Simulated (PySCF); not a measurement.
# C6H9FSi: circular dichroism and optical rotation

Aim: compute the circular dichroism and optical rotation of C6H9FSi (`C#C[C@@]1(F)[SiH2]C[C@H]1C`).

Computed with PySCF 2.14.0 and routines of our own; the level stands in each step. Atoms count from 0.

### 1 The starting structure

17 atoms, charge 0, multiplicity 1; geometry from: GFN2-xTB.

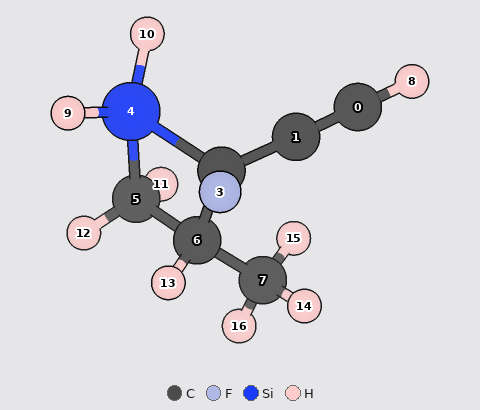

The starting geometry (carbon dark grey, fluorine light blue, silicon blue, hydrogen pink).

### 2 Circular dichroism and optical rotation: TDDFT PBE0/def2-SVPD

What the job is given:

```
{"job": {"kind": "ecd", "xc": "PBE0", "basis": "def2-SVPD", "nstates": 8}, "charge": 0, "multiplicity": 1}
C      2.372420    -1.529254     0.120116
C      1.541598    -0.722265     0.428347
C      0.576723     0.271616     0.809655
F      0.612314     0.433307     2.200566
Si     0.630144     1.930723    -0.212263
C     -0.937317     1.034118    -0.832535
C     -0.871010     0.004163     0.318214
C     -1.182186    -1.425705    -0.086872
H      3.089494    -2.242516    -0.157855
H      0.403644     3.094035     0.638471
H      1.756497     2.075896    -1.127557
H     -0.799328     0.546332    -1.797132
H     -1.875808     1.581589    -0.875536
H     -1.541484     0.305310     1.127329
H     -1.077364    -2.094467     0.765190
H     -0.502181    -1.758084    -0.869250
H     -2.203156    -1.492767    -0.458800
```

With the program's defaults for keys left out, this is: TDDFT PBE0/def2-SVPD circular dichroism and optical rotation, one conformer, gas phase.

Started as:

```bash
$ OMP_NUM_THREADS=1 python excited_run.py task.json out
```

One launch serves the whole session: the jobs run in the order shown.

The program printed:

```text
coarse grid: 14808 points
cycle   1  E = -622.3078008133  dE =  9.027e-01  |g| = 5.706e-01  |ddm| = 1.139e+01
cycle   2  E = -622.2746467389  dE =  3.315e-02  |g| = 7.294e-01  |ddm| = 2.540e+00
cycle   3  E = -622.3799820815  dE = -1.053e-01  |g| = 9.178e-02  |ddm| = 1.066e+00
cycle   4  E = -622.3811807015  dE = -1.199e-03  |g| = 4.712e-02  |ddm| = 1.888e-01
cycle   5  E = -622.3816222422  dE = -4.415e-04  |g| = 1.978e-02  |ddm| = 9.763e-02
cycle   6  E = -622.3817126001  dE = -9.036e-05  |g| = 5.528e-03  |ddm| = 3.944e-02
cycle   7  E = -622.3817201898  dE = -7.590e-06  |g| = 1.196e-03  |ddm| = 1.337e-02
final grid: 139128 points
cycle   8  E = -622.4686558654  dE = -4.479e-05  |g| = 8.933e-03  |ddm| = 1.933e-01
cycle   9  E = -622.4686379149  dE =  1.795e-05  |g| = 1.280e-02  |ddm| = 3.873e-02
cycle  10  E = -622.4686752649  dE = -3.735e-05  |g| = 1.341e-03  |ddm| = 2.009e-02
cycle  11  E = -622.4686755867  dE = -3.218e-07  |g| = 4.751e-04  |ddm| = 2.666e-03
cycle  12  E = -622.4686756299  dE = -4.316e-08  |g| = 2.315e-04  |ddm| = 1.027e-03
cycle  13  E = -622.4686756427  dE = -1.284e-08  |g| = 4.868e-05  |ddm| = 3.986e-04
cycle  14  E = -622.4686756433  dE = -5.703e-10  |g| = 1.323e-05  |ddm| = 1.489e-04
converged SCF energy = -622.4686756433

Singlet excitations and rotatory strengths (1e-40 esu^2 cm^2)
state   eV       nm     f(len)   f(vel)    R(len)    R(vel)   main configurations
  1   5.4288   228.4  0.01379  0.01389   -17.807   -17.845   H->L 0.74, H->L+1 0.20
  2   6.1866   200.4  0.06116  0.06444    52.186    52.417   H->L+1 0.70, H->L 0.18
  3   6.4705   191.6  0.00634  0.00668     8.618     8.510   H-1->L 0.40, H->L+3 0.18, H->L+2 0.14
  4   6.8164   181.9  0.02770  0.02732   -65.715   -65.575   H-1->L 0.30, H->L+2 0.27, H-2->L 0.11
  5   6.9178   179.2  0.01423  0.01556    23.787    23.917   H-2->L 0.58, H->L+3 0.12
  6   6.9442   178.5  0.03883  0.04494     5.543     6.367   H->L+2 0.48, H->L+3 0.25, H-2->L 0.15
  7   7.1223   174.1  0.00438  0.00527     3.298     3.533   H-3->L 0.56, H-1->L+1 0.15, H-3->L+1 0.10
  8   7.3293   169.2  0.00796  0.00842     6.189     4.777   H-2->L+1 0.73, H-1->L+1 0.13

Specific rotation (deg / (dm g/mL))
    nm     length   length(OI)   velocity    alpha(len)  alpha(vel)
  633.0      -3.89      -4.79     -14.59       96.846     97.465
  589.3      -4.94      -6.01     -17.44       97.263     97.891
  546.0      -6.48      -7.79     -21.27       97.789     98.427
  436.0     -16.75     -19.16     -41.48      100.000    100.686
  405.0     -24.40     -27.41     -53.91      101.028    101.736
  365.0     -44.79     -49.04     -83.01      102.850    103.600
  355.0     -53.69     -58.39     -94.74      103.429    104.192
```

It took 79 s on 1 thread of Arm Neoverse V2, shared host; peak memory 1 GiB.

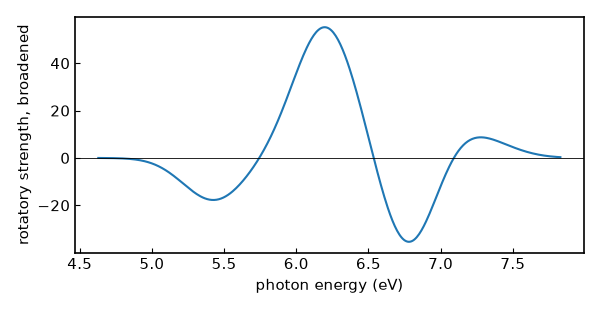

Circular dichroism: velocity-form rotatory strengths under Gaussians of 0.3 eV half-width at 1/e.

### 3 What came out

| quantity | value |
| --- | --- |
| state of largest rotatory strength (velocity form) among 8 (step 2, TDDFT PBE0/def2-SVPD) | 6.82 eV, R = -65.6 (velocity), -65.7 (length) ·10⁻⁴⁰ esu² cm² |
| specific rotation at 633.0 nm (step 2, TDDFT PBE0/def2-SVPD) | -14.6 (velocity), -3.9 (length) |

**Reading.** Rotations belong to one conformer. The length form depends on the origin in a finite basis.
